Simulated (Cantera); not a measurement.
A closed system holds: 1 mol PbO, 0.032 mol H2O, 2 mol O2, held at 33.0 mbar.

Equilibrium computed with Cantera from the NASA thermochemical tables; the gas is ideal and each condensed phase is pure. Candidate condensed phases: H2O, Pb, PbO, PbO2, Pb3O4; 12 gas species. Gases not in the tables: (PbO)n polymers. The numbers say what is thermodynamically allowed, not how fast it happens.

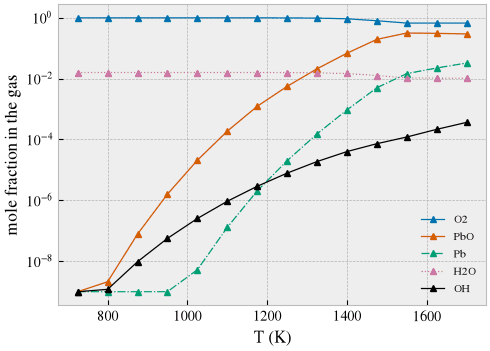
Figure: Equilibrium gas composition (values under 1e-9 drawn at 1e-9)

Task: Read off the mole fractions at 1550 K.

Result: O2 about 0.66, PbO about 0.31, Pb about 0.015, H2O about 0.010, OH about 0.00012.
